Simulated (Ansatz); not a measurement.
Consider AlLiOSe.

Input

```
crystal:
  periodic: [false, false, false]
  atoms:
    - {symbol: Al, position_ang: [0.000000, 0.000000, -0.694212]}
    - {symbol: Li, position_ang: [0.000000, 0.000000, 2.585888]}
    - {symbol: O, position_ang: [0.000000, 0.000000, 0.946644]}
    - {symbol: Se, position_ang: [0.000000, 0.000000, -2.838320]}
basis:
  gaussian: {orbitals: def2-TZVPD}
hamiltonian: {xc: pbe0}
output: {forces: true, orbitals: {seedname: orbitals}}
```

Run with:

```sh
ansatz run input.yaml --threads 2 --pin off --max-ram 4350MiB --events-out events.jsonl --progress --plain --runs-dir runs
```

Geometry: PBE0-D4/def2-TZVP.

The calculation used Ansatz, isolated molecule in a Gaussian basis; Kohn-Sham density functional theory, functional PBE0.

> What can the converged electron density and electron localisation function tell about the bonding?

Li–O (1.64 Å): ρ is about 0.79 e/Å³ halfway; the ELF peaks at about 0.90 in the valence shell of O, 0.6 Å from its nucleus, and falls to about 0.30 next to Li; a largely ionic contact.
Al–O (1.64 Å): ρ is about 1 e/Å³ halfway; the ELF peaks at about 0.85 in the valence shell of O, 0.6 Å from its nucleus, and is about 0.35 at the midpoint.
Al–Se (2.14 Å): ρ is about 0.7 e/Å³ halfway; the ELF peaks at about 0.70 in the valence shell of Se, 1.1 Å from its nucleus, and is about 0.70 at the midpoint.

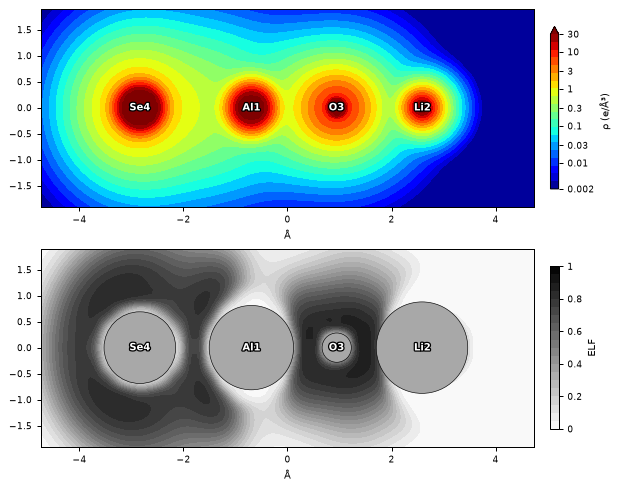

Computed electron density and electron localisation function on a plane that holds the molecular axis, in this order. Grey discs cover the atomic cores in the ELF map. 
